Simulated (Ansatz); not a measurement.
# Twisted Zr2CO2 MXene bilayer, 21.79° (70 atoms): geometry optimisation

Wanted: the relaxed structure of twisted Zr2CO2 MXene bilayer, 21.79° (70 atoms) and its electronic structure.

Program: Ansatz 0.2.0. Level of theory: Kohn-Sham DFT, PBE+D4, PAW (set soft_2), plane waves. Results are calculated unless marked as measured.

### Step 1. The structure

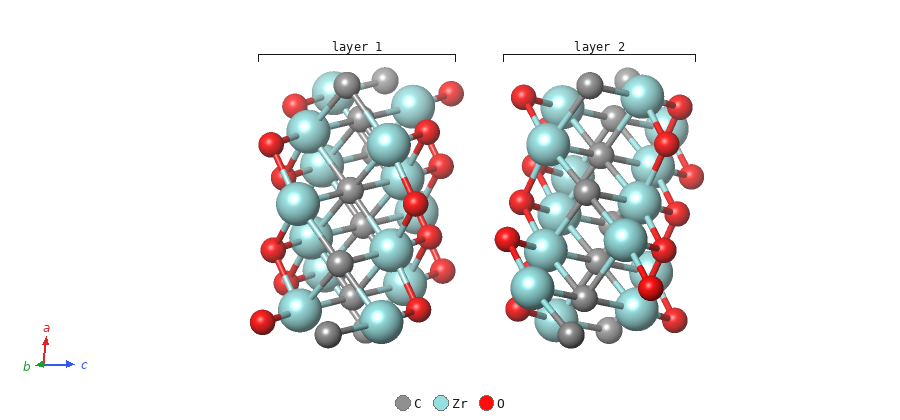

The starting structure, seen from the side, with the c axis across the page (carbon grey, zirconium light teal, oxygen red). Some periodic images of atoms are drawn too.

The cell holds 70 atoms: 14 C, 28 Zr and 28 O. Its edges and angles: a = 8.757 Å, b = 8.757 Å, c = 28.110 Å, α = 90.0°, β = 90.0°, γ = 120.0°. It derives from Zr2CO2 (Zr2CO2 MXene). Zr2CO2 MXene (a = 3.31 Å) under Zr2CO2 MXene (a = 3.31 Å), bilayer, commensurate cell of 7 unit cells a layer, twist 21.79 deg; facing planes 2.91 Å apart; 16 Å of vacuum; layers as built, displaced by a Gaussian of 0.01 Å. Regions: layer 1, 35 atoms (7 C, 14 Zr and 14 O); layer 2, 35 atoms (7 C, 14 Zr and 14 O). Vacuum lies along c.

Before any run, some limits are plain. Only the Γ point is sampled, in a cell whose shortest periodic width is 8 Å.

### Step 2. Single point at the start

A single point comes first, to see the forces before anything moves.

Input file input.yaml:

```yaml
crystal:
  lattice:
    - [8.7574, 0.0, 0.0]
    - [-4.3787, 7.58413, 0.0]
    - [0.0, 0.0, 28.11]
  atoms:
    - { symbol: C, position: [0.00058, 0.99973, 0.36604] }
    - { symbol: Zr, position: [0.18937, 0.2383, 0.41504] }
    - { symbol: Zr, position: [0.24002, 0.04592, 0.31734] }
    - { symbol: O, position: [0.23888, 0.04798, 0.44757] }
    [... 60 atom lines left out ...]
    - { symbol: O, position: [0.94957, 0.76139, 0.55166] }
    - { symbol: C, position: [0.85583, 0.28417, 0.63329] }
    - { symbol: Zr, position: [0.09546, 0.47593, 0.68215] }
    - { symbol: Zr, position: [0.04608, 0.23714, 0.58468] }
    - { symbol: O, position: [0.04655, 0.23803, 0.71523] }
    - { symbol: O, position: [0.09544, 0.4756, 0.55133] }
kpoints:
  mp_grid: { grid: [1, 1, 1] }
hamiltonian:
  xc: pbe
  dispersion: d4
scf:
  occupations: { method: fixed }
output:
  forces: true
  populations: intrinsic
  dos:
    method: { smearing: { sigma: 0.1 } }
    de: 0.1
    projected:
      site_lists:
        C: [C]
        O: [O]
        Zr: [Zr]
        layer_1: [0, 1, 2, 3, 4, 5, 6, 7, 8, 9, 10, 11, 12, 13, 14, 15, 16, 17, 18, 19, 20, 21, 22, 23, 24, 25, 26, 27, 28, 29, 30, 31, 32, 33, 34]
        layer_2: [35, 36, 37, 38, 39, 40, 41, 42, 43, 44, 45, 46, 47, 48, 49, 50, 51, 52, 53, 54, 55, 56, 57, 58, 59, 60, 61, 62, 63, 64, 65, 66, 67, 68, 69]
  eigenvalues: true
```

Run with:

```console
ansatz run input.yaml --threads 4 --pin off --max-ram 8192MiB --backend cpu --events-out ev --progress --plain --runs-dir out
```

Run time: 13 s. Hardware: 4 threads of Intel Xeon 6975P-C (Granite Rapids), shared host; peak memory 2.2 GiB.

Numbers from this run:

```yaml
free_energy: -136646.6166 eV
free_energy_per_atom: -1952.0945 eV/atom
scf_cycles: 11
r_m_s_force_component: 0.246 eV/Å
longest_force: 0.9457 eV/Å
fermi_energy: 3.108 eV
spacing_of_highest_filled_and_lowest_empty_level: 1.52 eV
```

The r.m.s. force component of 0.25 eV/Å sets the starting point.

Length of the force by element:

```tsv
element	coordination	atoms	mean length of the force (eV/Å)	spread	least	most
C	all	14	0.210	0.0926	0.0889	0.451
O	all	28	0.211	0.0834	0.0739	0.417
Zr	all	28	0.593	0.156	0.281	0.946
```

### Step 3. Relaxation

The atoms are relaxed in the fixed cell, aiming at the force tolerance of the input.

input.yaml, the sections that differ from step 2:

```yaml
output:
  forces: true
relax:
  f_tol: 0.03
  max_steps: 200
# crystal, kpoints, hamiltonian, scf: as in step 2
```

Run time: 28 s. Hardware: 4 threads; peak memory 2.1 GiB.

The steps of the relaxation:

```tsv
step	energy less that of the first step (eV)	largest force component (eV/Å)
1	0.0000	0.8655
2	1.0528	1.3852
3	-0.3100	0.0536
4	-0.3116	0.0018
```

Relaxation step 2 was tried and not accepted.

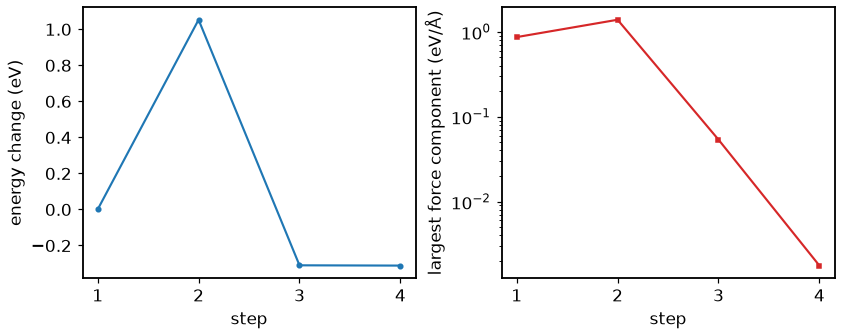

Energy and largest force along the relaxation.

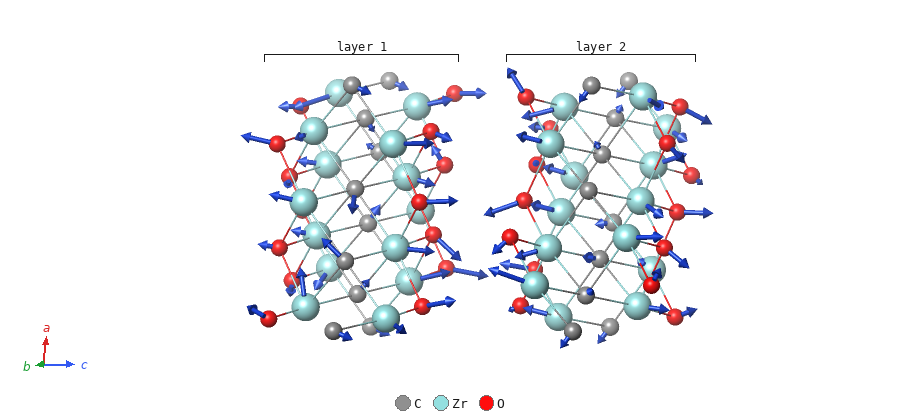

Displacements in the relaxation, exaggerated; the longest in the cell stands for 0.05 Å. Some periodic images of atoms are drawn too.

The atoms that moved most (Å):

```tsv
atom	dx	dy	dz	length
Zr28	-0.023	0.013	-0.039	0.047
Zr43	0.006	0.020	-0.040	0.045
O50	-0.010	-0.011	-0.040	0.043
O4	-0.002	-0.012	0.039	0.041
O34	-0.004	0.019	0.035	0.040
Zr63	-0.006	-0.009	-0.038	0.039
O65	0.031	0.001	-0.020	0.037
O9	-0.024	-0.008	0.027	0.037
```

The relaxation changed the energy by -4.45 meV/atom, and atoms moved by 0.027 Å r.m.s., 0.047 Å at most.

### Step 4. Distances and neighbours after relaxation

Bonds before and after, by the cutoffs listed below:

```tsv
pair	bonds before	bonds after	mean before (Å)	mean after (Å)	spread before (Å)	spread after (Å)
O-Zr	84	84	2.124	2.122	0.015	0.003
Zr-C	84	84	2.351	2.365	0.014	0.002
```

Normalised to the volume that the atoms fill. g(r), total and by pair (bins of 0.2 Å):

```tsv
r (Å)	total	O-O	O-Zr	O-C	Zr-Zr	Zr-C	C-C
2.10	2.83	0.00	8.85	0.00	0.00	0.00	0.00
2.30	2.27	0.00	0.00	0.00	0.00	14.20	0.00
2.50	0.00	0.00	0.00	0.00	0.00	0.00	0.00
2.70	0.00	0.00	0.00	0.00	0.00	0.00	0.00
2.90	0.24	0.11	0.00	1.40	0.00	0.00	0.00
3.10	1.28	0.58	0.00	7.40	0.00	0.00	0.00
3.30	3.46	7.29	0.00	0.00	10.75	0.00	14.50
3.50	0.07	0.45	0.00	0.00	0.00	0.00	0.00
3.70	0.33	0.13	0.97	0.00	0.00	0.00	0.00
3.90	0.93	0.26	2.79	0.00	0.00	0.00	0.00
4.10	0.82	0.00	0.17	0.00	0.00	4.82	0.00
4.30	0.20	0.60	0.31	0.00	0.00	0.00	0.00
4.50	0.68	0.00	0.14	4.00	0.00	0.00	0.00
4.70	0.42	0.26	0.26	0.00	1.83	0.00	0.00
4.90	1.19	0.23	3.47	0.00	0.24	0.00	0.00
5.10	1.23	1.36	3.05	0.00	0.21	0.00	0.00
5.30	1.23	0.61	0.30	0.41	0.20	5.85	0.00
5.50	0.94	0.00	0.19	5.55	0.00	0.00	0.00
5.70	1.47	2.62	0.00	0.17	5.20	0.00	4.88
5.90	0.13	0.16	0.17	0.33	0.00	0.00	0.00
6.10	0.35	1.24	0.15	0.31	0.16	0.15	0.00
6.30	0.14	0.00	0.21	0.14	0.00	0.29	0.00
6.50	0.27	0.28	0.16	0.54	0.41	0.14	0.00
6.70	0.87	1.82	0.19	0.12	1.82	0.39	3.65
6.90	1.52	1.82	3.61	0.12	0.12	0.24	0.00
7.10	0.67	0.11	0.23	0.23	0.00	3.36	0.00
7.30	0.84	0.22	0.42	3.56	0.22	0.43	0.00
7.50	0.88	0.30	1.60	0.00	1.76	0.20	0.07
```

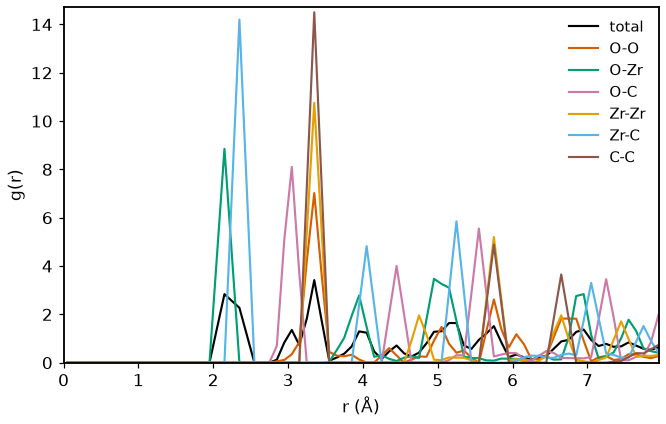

Pair distribution functions, lightly smoothed.

Bonds by pair of elements; cutoffs follow the first minimum of g(r), held within bounds set by covalent radii, and pairs that aren't listed don't count as bonded:

```tsv
pair A-B	cutoff (Å)	bonds	mean length (Å)	spread (Å)	shortest (Å)	B about A	A about B
O-Zr	2.82	84	2.12	0.003	2.12	3	3
Zr-C	2.81	84	2.37	0.002	2.36	3	6
```

How many atoms have how many bonded neighbours:

```tsv
element	mean	3	6
C	6	0	14
O	3	28	0
Zr	6	0	28
```

Bond angles, per cent of each kind in bins of 5°:

```tsv
angle (°)	C-Zr-O	Zr-C-Zr	Zr-O-Zr	O-Zr-O	C-Zr-C
80–85	66.7	0.0	0.0	0.0	0.0
85–90	0.0	40.0	0.0	0.0	100.0
90–95	0.0	40.0	0.0	0.0	0.0
95–100	0.0	0.0	0.0	0.0	0.0
100–105	0.0	0.0	100.0	100.0	0.0
105–110	0.0	0.0	0.0	0.0	0.0
110–115	0.0	0.0	0.0	0.0	0.0
115–120	0.0	0.0	0.0	0.0	0.0
120–125	0.0	0.0	0.0	0.0	0.0
125–130	0.0	0.0	0.0	0.0	0.0
130–135	0.0	0.0	0.0	0.0	0.0
135–140	0.0	0.0	0.0	0.0	0.0
140–145	0.0	0.0	0.0	0.0	0.0
145–150	0.0	0.0	0.0	0.0	0.0
150–155	0.0	0.0	0.0	0.0	0.0
155–160	0.0	0.0	0.0	0.0	0.0
160–165	0.0	0.0	0.0	0.0	0.0
165–170	32.9	0.0	0.0	0.0	0.0
170–175	0.4	0.0	0.0	0.0	0.0
175–180	0.0	20.0	0.0	0.0	0.0
```

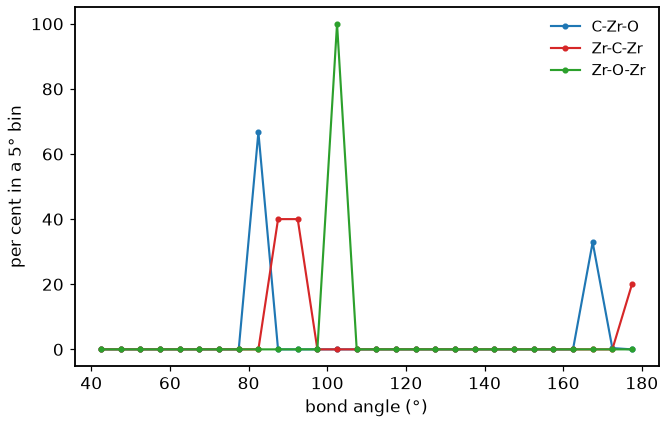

Distributions of the most common bond angles.

Bond angles (no mean is given where the spread exceeds 20°):

```tsv
angle	count	mean (°)	spread (°)
C-Zr-O	252	-	-
Zr-C-Zr	210	-	-
Zr-O-Zr	84	102	0.2
O-Zr-O	84	102	0.1
C-Zr-C	84	88.8	0.1
```

Counting bonds as in the table, all C atoms have 6, all O atoms have 3 and all Zr atoms have 6 bonded neighbours.

### Step 5. Single point at the relaxed geometry

The electronic structure is read at the final geometry, in a run of its own.

Input file input.yaml:

```yaml
crystal:
  lattice:
    - [8.7574, 0.0, 0.0]
    - [-4.3787, 7.58413, 0.0]
    - [0.0, 0.0, 28.11]
  atoms:
    - { symbol: C, position: [0.9997, 0.99977, 0.3666] }
    - { symbol: Zr, position: [0.19042, 0.23773, 0.41624] }
    - { symbol: Zr, position: [0.23773, 0.04739, 0.31701] }
    - { symbol: O, position: [0.23785, 0.04636, 0.44897] }
    [... 60 atom lines left out ...]
    - { symbol: O, position: [0.95321, 0.76149, 0.55096] }
    - { symbol: C, position: [0.857, 0.28519, 0.63346] }
    - { symbol: Zr, position: [0.09504, 0.47574, 0.683] }
    - { symbol: Zr, position: [0.04701, 0.23757, 0.58368] }
    - { symbol: O, position: [0.04742, 0.2377, 0.71585] }
    - { symbol: O, position: [0.09505, 0.47545, 0.55108] }
kpoints:
  mp_grid: { grid: [1, 1, 1] }
hamiltonian:
  xc: pbe
  dispersion: d4
scf:
  occupations: { method: fixed }
output:
  forces: true
  populations: true
  dos:
    method: { smearing: { sigma: 0.08 } }
    de: 0.1
    projected:
      site_lists:
        C: [C]
        O: [O]
        Zr: [Zr]
        layer_1: [0, 1, 2, 3, 4, 5, 6, 7, 8, 9, 10, 11, 12, 13, 14, 15, 16, 17, 18, 19, 20, 21, 22, 23, 24, 25, 26, 27, 28, 29, 30, 31, 32, 33, 34]
        layer_2: [35, 36, 37, 38, 39, 40, 41, 42, 43, 44, 45, 46, 47, 48, 49, 50, 51, 52, 53, 54, 55, 56, 57, 58, 59, 60, 61, 62, 63, 64, 65, 66, 67, 68, 69]
  eigenvalues: true
  write_density: true
  write_potential: true
  volumetric_format: npy
  elf: true
```

Run time: 15 s. Hardware: 4 threads; peak memory 2.2 GiB; 55 s of CPU time.

Read from the output:

| Property | Result |
| --- | --- |
| free energy | -136646.9282 eV |
| free energy per atom | -1952.0990 eV/atom |
| SCF cycles | 10 |
| r.m.s. force component | 0.00109 eV/Å |
| longest force | 0.00391 eV/Å |
| Fermi energy | 3.178 eV |
| gap (highest filled to lowest empty level) | 1.581 eV |
| potential in mid-vacuum, over the Fermi level | 5.487 eV |
| potential 4.5 Å over the upper face | 5.486 eV |
| potential 4.5 Å under the lower face | 5.488 eV |
| spilling of the projection | 0.004022 |

Löwdin charges by element (they lack the spilled electrons, 0.032 e an atom on average):

```tsv
element	coordination	atoms	mean charge (e)	spread	least	most
C	all	14	-0.900	7.0e-4	-0.902	-0.899
O	all	28	-0.636	0.0022	-0.638	-0.631
Zr	all	28	1.17	0.0051	1.16	1.17
```

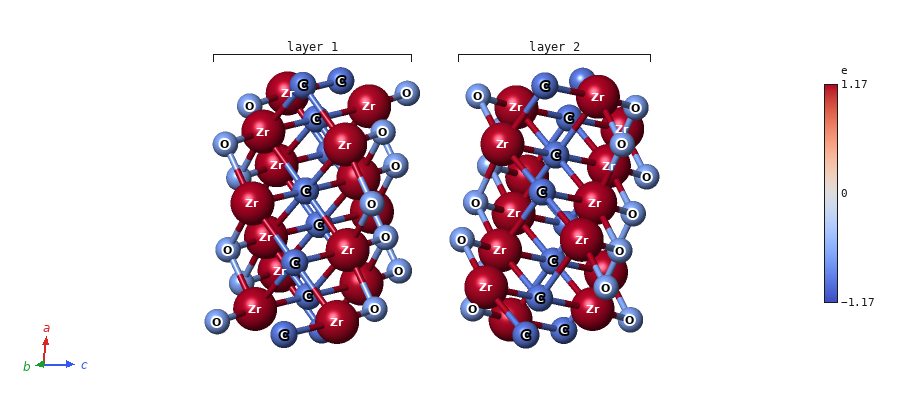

Atoms coloured by Löwdin charge. Some periodic images of atoms are drawn too.

By region:

```tsv
region	atoms	mean length of the force (eV/Å)
layer 1	35	0.002
layer 2	35	0.002
```

States in the cell by windows of 1 eV, zero at the Fermi level; the larger projections on atomic orbitals stand beside the total:

```tsv
from (eV)	to (eV)	total	layer 1	layer 2	Zr d	O p	C p	C s
-10	-9	28.0	14.0	14.0	5.9	0.4	0.1	16.7
-9	-6	0.0	0.0	0.0	0.0	0.0	0.0	0.0
-6	-5	14.4	7.2	7.2	3.8	8.2	1.2	0.1
-5	-4	101.5	50.6	50.6	24.5	65.8	5.8	0.7
-4	-3	52.0	25.8	25.8	8.1	38.4	2.5	0.8
-3	-2	24.0	11.9	11.9	6.8	8.0	8.1	0.0
-2	-1	51.2	25.2	25.2	12.6	11.4	24.4	0.1
-1	0	7.0	3.5	3.5	0.8	1.8	4.2	0.0
0	1	1.8	0.9	0.9	0.2	0.4	1.1	0.0
1	2	32.0	15.7	15.7	24.9	4.4	2.0	0.0
2	3	6.1	2.8	2.8	4.4	1.0	0.2	0.0
3	4	76.8	37.9	37.9	61.3	6.1	6.4	0.1
```

The curve was stored every 0.10 eV, coarse against its broadening of 0.08 eV, so these counts are rough.

With fixed occupations the program's Fermi level is the highest filled level; weight inside the gap is the broadening of levels at its edges.

Between -26 and -10 eV lie 56 more states.

The stored curve holds about 336 of the 560 electrons; the rest, give or take the few that broadening carries across the Fermi level, lie in deeper levels below its range.

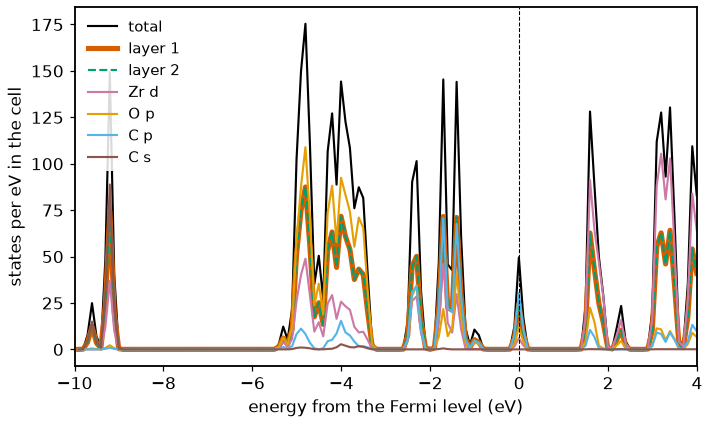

Total and projected density of states, with the broadening of the input.

The levels nearest the highest filled one (over half full), pooled over k-points and spins:

```tsv
level less the highest filled one (eV)	occupation
-1.25	2
-0.971	2
-8.0e-4	2
-6.0e-4	2
0	2
0	2
1.58	0
1.60	0
1.60	0
1.61	0
1.61	0
1.61	0
```

Planar average of the electrostatic potential energy along the normal, with the Fermi level as zero, after a running mean with a triangular window 4 Å wide at its base:

```tsv
height (Å)	potential energy (eV)
0.0	5.49
1.2	5.49
2.2	5.49
3.4	5.49
4.5	5.48
5.6	5.35
6.7	2.58
7.8	-4.54
8.9	-10.22
10.1	-9.02
11.1	-9.82
12.3	-8.20
13.5	-0.34
14.5	0.34
15.7	-7.37
16.8	-10.06
17.9	-8.98
19.0	-10.27
20.2	-5.61
21.2	1.81
22.4	5.26
23.4	5.48
24.6	5.49
25.8	5.49
26.8	5.49
28.0	5.49
```

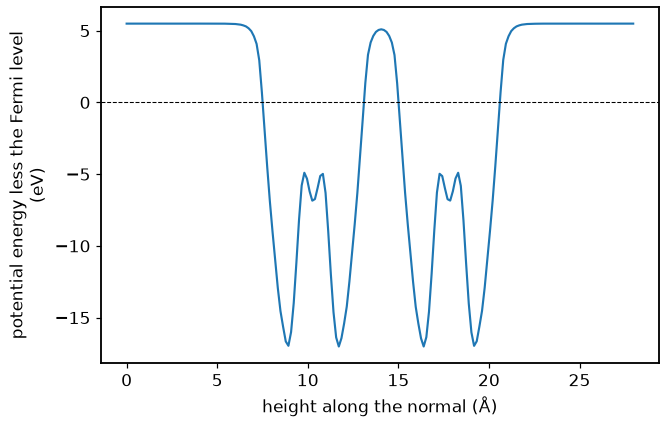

Planar average of the electrostatic potential energy; the dashed line is the Fermi level.

Mean Löwdin charges: C -0.90, O -0.64, Zr +1.17 e (they miss 0.40 % of the electrons, so they add up to more than the cell's charge). The largest share in the top eV of filled states is C p (61 % of the projected weight), and in the lowest eV of empty states Zr d (79 % of the projected weight). The potential stands 5.49 eV above the highest filled level over the upper face and 5.49 eV under the lower one, a reading of the ionisation potential at this level on the run's k-points.

### Step 6. Outcome

```json
{"energy change in the relaxation": "-4.451 meV/atom", "r.m.s. displacement": "0.027 Å", "largest displacement": "0.047 Å", "free energy per atom": "-1952.0990 eV/atom", "r.m.s. force component": "0.00109 eV/Å", "gap (highest filled to lowest empty level)": "1.581 eV", "potential in mid-vacuum, over the Fermi level": "5.487 eV", "wall time of the 3 DFT runs": "56 s"}
```

In words: Relaxation lowers the energy by 4.45 meV/atom and moves atoms by 0.027 Å r.m.s.; the r.m.s. force component goes from 0.25 to 0.0011 eV/Å, and the gap from 1.52 to 1.58 eV. By the final cutoffs no bond was broken or made. First to last step the energy falls by 0.312 eV; the largest move, 0.047 Å, is that of Zr28. The Zr-C bonds change most in mean length: from 2.351 Å (spread 0.014) to 2.365 Å (spread 0.002). Counting bonds as in the table, all C atoms have 6, all O atoms have 3 and all Zr atoms have 6 bonded neighbours. Between filled and empty levels lie 1.58 eV at Γ alone; the mesh holds the band edges only if they fold onto it, so the gap at this level can be narrower or closed, while semilocal functionals tend to narrow gaps against experiment. The potential stands 5.49 eV above the highest filled level over the upper face and 5.49 eV under the lower one, a reading of the ionisation potential at this level on the run's k-points.

[Logs are printed without paths, hosts, clocks, repeated set-up lines and the standing remarks that a program may print on its own settings, such as how far it seeks lower states.]

[Hosts, paths, dates, database ids (printed as entryN), source tags and the programs' standing remarks are cut or masked in the printed files.]
